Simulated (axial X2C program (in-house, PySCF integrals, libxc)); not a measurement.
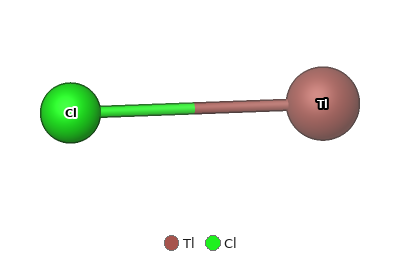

Figure 1. The molecule at the reference distance of 2.723 Å.

# Run report: TlCl⁻, relativistic diatomic calculation

- system: TlCl⁻, single determinant with Ω = 1/2. The distance is the PBE0 minimum at charge −1.
- method: expectation values, HF and Kohn-Sham, two-component X2C with atomic mean-field Coulomb and Gaunt terms, Tl dyall-acv3z, Cl dyall-av3z (cores contracted) (axial X2C program (in-house, PySCF integrals, libxc))

Input file:
```
{"zs": [81, 17], "q": -1, "bas": ["dyall-acv3z", "dyall-av3z"], "r0": 2.43, "levels": ["PBE0", "HF", "BP86", "PBE", "LDA"], "nst": 3}
```

The line is the task of a batch: nuclear charges, charge, bases, the levels to run, a first guess of the distance and further settings. This report covers the levels named above. The log is that of the reference distance, started from orbitals converged before.

Launched within a batch (the task file carries these settings):
```bash
python <driver script> task.json out
```

Output:
```
two-component X2C + atomic mean field  PBE0
basis functions 240  fitting functions 1252  grid points 5080
iter        total energy     max residual
   1     -20715.770440108     4.44e-05
   2     -20715.770440110     6.00e-06
converged
one-electron -28897.74653632  Coulomb 8348.67342869  exact exchange -102.11537151  xc functional -312.78076402  nuclear repulsion 267.60081507  atomic mean-field constant -19.40201202
```

Expectation values by level of theory:

```
                                             quantity   PBE0     HF    BP86     PBE     LDA
effective field for an electron dipole moment (GV/cm)   17.3   23.3    14.8    13.9    16.8
           field gradient at the first nucleus (a.u.)  0.132  0.517  −0.294  −0.457  −0.211
          field gradient at the second nucleus (a.u.)  0.752  0.588   0.783   0.788   0.809
                           A∥/gI, first nucleus (MHz)   5300   6390    4820    4610    4830
                          A∥/gI, second nucleus (MHz)   56.6   46.6    61.2    61.0    70.0
```

Each column comes from one determinant, in a basis with contracted cores. The levels disagree widely: the field gradient at the first nucleus runs from −0.457 to 0.517 a.u. They may not all have settled in the same state, and these values aren't reliable properties of the molecule.

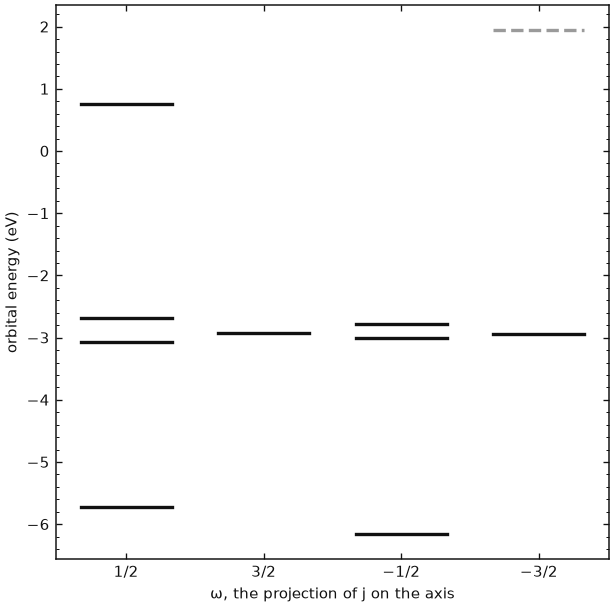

Figure 2. Orbital energies (PBE0) near the frontier at 2.72 Å, filled (solid) and empty (dashed). The highest filled spinor (1/2; 87 % Tl p, 5 % Cl p) lies at 0.76 eV, the lowest empty one (−3/2; 97 % Tl p) at 1.94 eV. A filled level above zero is held only by the finite basis .

Summary:

- outcome: converged; the levels of theory disagree widely; a filled level lies above zero
- hardware: 1 thread of Intel Xeon (Granite Rapids), 64 GiB of memory available, shared host
- wall time: 3.4 s
- peak memory: 0.53 GiB

Remarks:

The highest filled level (PBE0, up to 0.76 eV) lies above zero. That is common for anions, where the functional's self-interaction leaves the outer electrons unbound; only the finite basis holds them, so such levels depend on it.
